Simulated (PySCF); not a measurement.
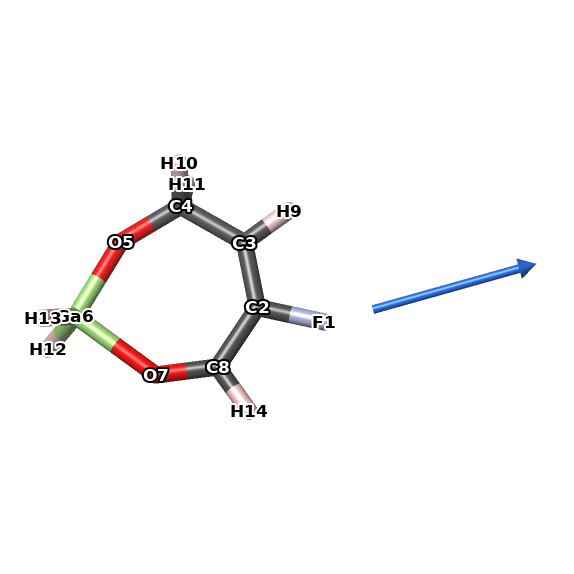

The arrow beside the molecule shows the direction of the dipole moment, from the negative to the positive end (its length means nothing). The computed structure is the end point of a GFN2-xTB optimisation. No frequency run is at hand to confirm it as a minimum. Method: B3LYP/pcJ-1 (pcSseg-1 on Ga), gas phase (PySCF 2.14.0).

How large is the dipole moment?

3.66 D; it points from the side of H12, H13 to the side of F1, H9 (the outermost atoms at the two ends).

The geometry is semi-empirical. Around Ga such bond lengths and angles can be off by a tenth of an ångström or more and by several degrees, and values that hang on the shape move with them.
